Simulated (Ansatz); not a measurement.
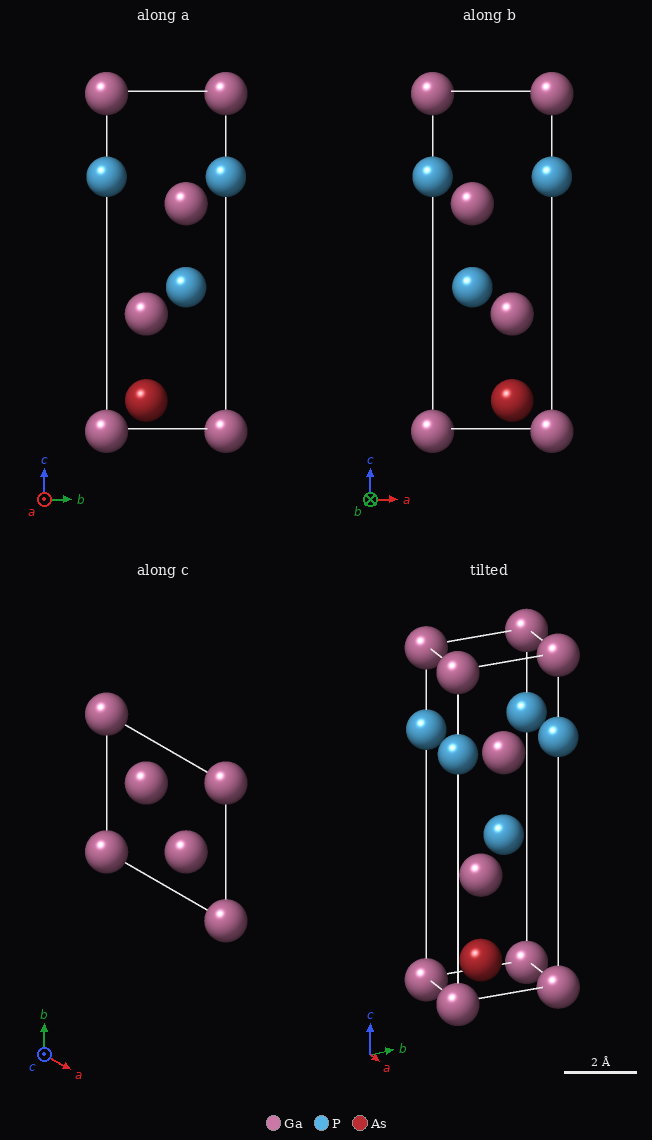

The image is a spheres-only drawing of a crystal, viewed along the a axis, along the b axis, along the c axis and slightly off an axis. The frame is the conventional unit cell; atoms at its boundary are shown with their periodic copies.

Lattice parameters: a = 3.868 Å, b = 3.868 Å, c = 9.480 Å, α = 90.00°, β = 90.00°, γ = 120.00°. Put a along x and b in the xy plane.

Transcribe the picture into a POSCAR file, with free fractional coordinates to two decimals.

```
Ga P As
1.0
     3.868    0.000    0.000
    -1.934    3.349    0.000
     0.000    0.000    9.480
Ga P As
3 2 1
Direct
  0.00 0.00 0.99
  0.3333 0.6667 0.6667
  0.6667 0.3333 0.34
  0.00 0.00 0.75
  0.3333 0.6667 0.42
  0.6667 0.3333 0.08
```

It goes back to a structure type filled with these elements by a generator (whether the compound takes this form wasn't checked). It was relaxed at fixed volume with DFT PBE, scalar-relativistic, plane waves, PAW in Ansatz.

At this level of theory the cell isn't at rest (compressed, at 5 GPa), so its distances can differ from those at equilibrium, the more so the softer the solid.
